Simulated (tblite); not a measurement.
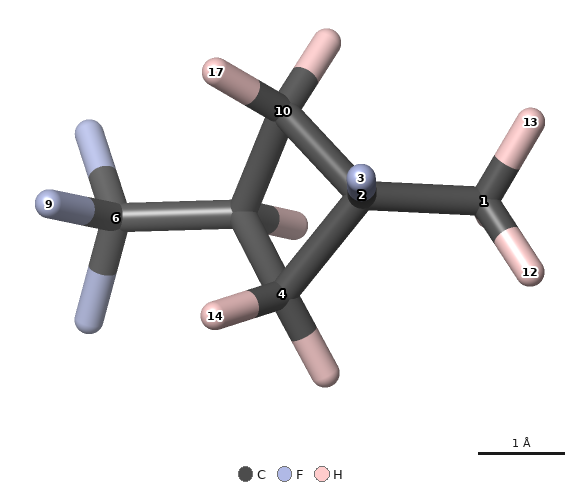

This is the input geometry for a relaxation of C$_{6}$H$_{8}$F$_{4}$. Style: stick. Shown at a tilt.

Method: GFN2-xTB geometry optimisation, gas phase (tblite 0.8.0).

```xyz
18

C    -2.2337    0.0296   -0.3586
C    -1.0716    0.0285    0.5970
F    -1.5338    0.0422    1.8765
C     0.0349    1.0825    0.3009
C     0.8154   -0.0203   -0.4492
C     2.3044   -0.0416   -0.2755
F     2.8706    1.0406   -0.8664
F     2.8403   -1.1452   -0.8342
F     2.6534   -0.0352    1.0353
C    -0.0036   -1.0700    0.3377
H    -1.9224    0.0138   -1.4053
H    -2.8565    0.9257   -0.2063
H    -2.8868   -0.8386   -0.1783
H     0.5380    1.4398    1.2127
H    -0.2717    1.9468   -0.2879
H     0.5594   -0.0252   -1.5136
H     0.4879   -1.4270    1.2505
H    -0.3330   -1.9401   -0.2469
```

Where does the relaxation end?

Answer. H16 moves most after the best rigid fit: 0.25 Å. Largest moves by element: H 0.25 Å, F 0.24 Å, C 0.17 Å. Among the contacts that change: C2–F3 1.360 → 1.381 Å, C2–C4 1.557 → 1.540 Å, C2–C10 1.554 → 1.540 Å, C6–F7 1.357 → 1.344 Å. Bond angles that change, for instance: C4–C5–H16 110.9° → 113.8°, C6–C5–H16 110.2° → 107.4°, C2–C1–H11 112.9° → 110.1°. After 43 geometry steps the energy has fallen by 2.61 kcal/mol.

Final geometry:

```xyz
18

C    -2.3274    0.0347   -0.2315
C    -1.0276    0.0234    0.5457
F    -1.3219    0.0441    1.8944
C     0.0102    1.0870    0.1416
C     0.8542   -0.0196   -0.5163
C     2.3217   -0.0385   -0.1474
F     2.9778    1.0216   -0.6486
F     2.9432   -1.1307   -0.6229
F     2.5319   -0.0263    1.1746
C    -0.0244   -1.0824    0.1680
H    -2.1246    0.0198   -1.2978
H    -2.8938    0.9297    0.0149
H    -2.9215   -0.8363    0.0344
H     0.4961    1.5204    1.0137
H    -0.3417    1.8801   -0.5124
H     0.7918   -0.0314   -1.6055
H     0.4484   -1.5095    1.0504
H    -0.4012   -1.8796   -0.4669
```

The end point in the same view:

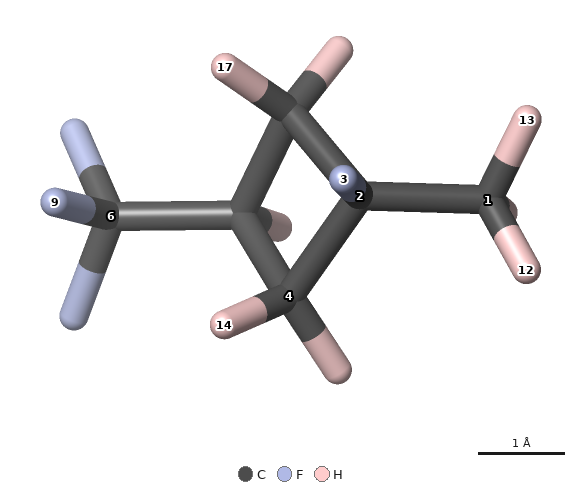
